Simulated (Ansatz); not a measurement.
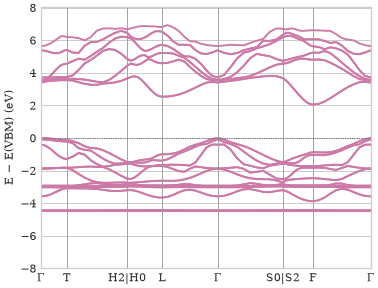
Figure. Band structure from PBEsol with spin–orbit coupling in the plane-wave PAW code Ansatz

Read off the gap and where the band edges lie.

About 2.0 eV (2.05 eV by a search for the band edges); maximum at Γ, minimum at F.

The material is KLuS2 in space group R-3m (No. 166; Lu on 3b, K on 3a, S on 6c).

The workflow started from an entry of the Crystallography Open Database (COD, 301 K). Its standing as an ambient phase is unchecked. The cell was relaxed with PBEsol under the symmetry of its start; of distortions, only those at the zone centre were tested.

Potentials: the later of the program's two PAW sets.
